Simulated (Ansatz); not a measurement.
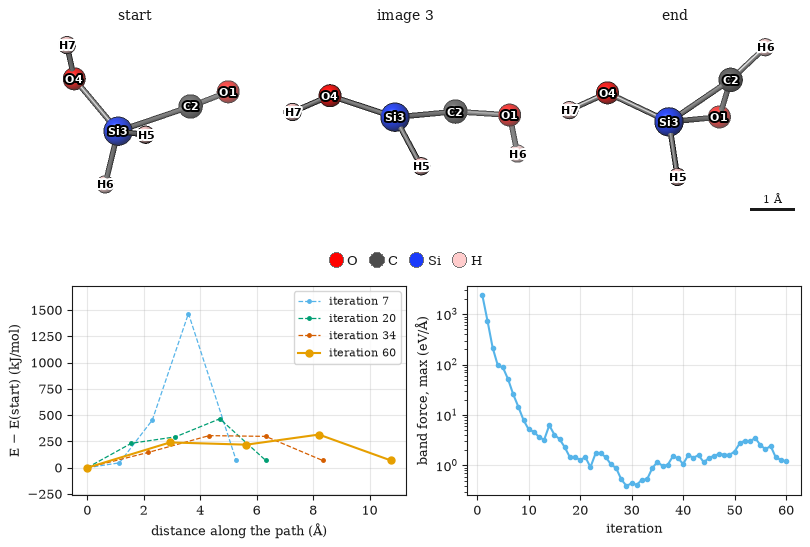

A search for the minimum-energy path of CH$_{3}$O$_{2}$Si (charge +1) by the nudged elastic band. Images are numbered from 0 (start) to 4 (end). The plot follows the band through its iterations. The picture is a ball-and-stick view, seen at a tilt.

All numbers below come from Ansatz, RKS PBE0-D4/def2-SVP.

Input file:
```yaml
crystal:
  periodic: [false, false, false]
  atoms:
    - { symbol: O, position_ang: [1.069914, -2.256553, 0.815391] }
    - { symbol: C, position_ang: [0.717388, -1.224321, 0.588284] }
    - { symbol: Si, position_ang: [-0.026176, 0.659136, 0.140508] }
    - { symbol: O, position_ang: [-1.260984, 0.283944, -0.822552] }
    - { symbol: H, position_ang: [1.2051, 1.235157, -0.437681] }
    - { symbol: H, position_ang: [-0.443555, 1.019312, 1.504837] }
    - { symbol: H, position_ang: [-1.261697, 0.283315, -1.788788] }
total_charge: 1
basis:
  gaussian: { orbitals: def2-SVP }
hamiltonian:
  xc: pbe0
  dispersion: d4
neb:
  order_check: false
  images: 3
  f_tol: 0.05
  max_iterations: 60
  climbing: false
  final_atoms:
    - { symbol: O, position_ang: [-0.03233479, 0.16035447, 1.47270186] }
    - { symbol: C, position_ang: [0.51137032, -0.85475923, 0.98146792] }
    - { symbol: Si, position_ang: [0.22195047, 0.32884757, -0.35910784] }
    - { symbol: O, position_ang: [-1.10143346, 0.06766288, -1.20645982] }
    - { symbol: H, position_ang: [1.18879537, 1.39475995, -0.63544695] }
    - { symbol: H, position_ang: [0.77259415, -1.75413992, 1.56702821] }
    - { symbol: H, position_ang: [-1.56095207, 0.65726428, -1.82018438] }
  initial_path:
    images:
      - { positions_ang: [[1.069914, -2.256553, 0.815391], [0.717388, -1.224321, 0.588284], [-0.026176, 0.659136, 0.140508], [-1.260984, 0.283944, -0.822552], [1.2051, 1.235157, -0.437681], [-0.443555, 1.019312, 1.504837], [-1.261697, 0.283315, -1.788788]] }
      - { positions_ang: [[1.01823446, -2.10722893, 1.019954], [0.69081774, -1.12637753, 0.64773896], [-0.01335615, 0.74852598, 0.10863609], [-1.24877609, 0.38597462, -0.8291442], [1.22147996, 1.2618018, -0.48101979], [-0.31322211, 0.49301162, 1.31153179], [-1.3551878, 0.34428245, -1.77769785]] }
      - { positions_ang: [[0.96655491, -1.95790485, 1.22451699], [0.66424747, -1.02843406, 0.70719391], [-0.00053631, 0.83791595, 0.07676419], [-1.23656818, 0.48800523, -0.8357364], [1.23785993, 1.2884466, -0.52435858], [-0.18288922, -0.03328877, 1.11822658], [-1.4486786, 0.4052499, -1.7666077]] }
      - { positions_ang: [[0.46711006, -0.89877519, 1.34860942], [0.5878089, -0.94159665, 0.84433092], [0.11070708, 0.58338176, -0.14117183], [-1.16900082, 0.27783406, -1.02109811], [1.21332765, 1.34160328, -0.57990276], [0.29485246, -0.89371434, 1.3426274], [-1.50481533, 0.53125709, -1.79339604]] }
      - { positions_ang: [[-0.03233479, 0.16035447, 1.47270186], [0.51137032, -0.85475923, 0.98146792], [0.22195047, 0.32884757, -0.35910784], [-1.10143346, 0.06766288, -1.20645982], [1.18879537, 1.39475995, -0.63544695], [0.77259415, -1.75413992, 1.56702821], [-1.56095207, 0.65726428, -1.82018438]] }
```

Launched with:
```bash
ansatz run input.yaml --threads 1 --pin off --max-ram 2048MiB --backend cpu --events-out ev --progress --plain --runs-dir out
```

Did the band converge, and can the barrier be trusted?

The result isn't final. The band hadn't converged when the run stopped after 60 iterations. The largest component of the band force went from 2400 to 1.2 eV/Å. The barrier read from it is provisional, though the highest image hardly moved in the last two iterations. So few images resolve the path coarsely. The first iteration put the highest image at 44309.0 kJ/mol. Forward barrier 315.4 kJ/mol, backward barrier 246.6 kJ/mol, with image 3 at the top; the reaction energy is +68.9 kJ/mol. The profile has 2 maxima (images 1, 3) with a dip at image 2 (+219.2 kJ/mol), which on an unconverged band is provisional.

Cost: 14 min on 1 thread of Intel(R) Xeon(R) Processor @ 2.50GHz (Skylake/Cascade Lake) (shared host), peak memory 0.17 GiB.
